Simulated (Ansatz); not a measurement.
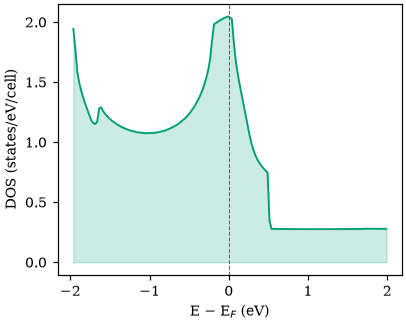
Density of states of Pt (Fm-3m) near the Fermi level, Ansatz (a quantum-chemistry and plane-wave program) with PBEsol, rigid bands.

Task: With 1 atom a cell, what bare Sommerfeld coefficient γ = (π²/3) k_B² N(E_F) follows?

Result: N(E_F) ≈ 2.0 states/eV a cell at 300 K, so γ ≈ 4.7 mJ/(mol of atoms·K²), before electron-phonon enhancement.

Task: How far does the Fermi level move in a rigid band for 0.1 electron a cell added or removed?

Result: 51 meV and -50 meV.

A metal at this level (no band gap); rigid bands, thermally averaged at 300 K, both spins. Spin-orbit coupling is left out, which matters with elements this heavy. Geometry: cell and atoms relaxed with PBEsol.
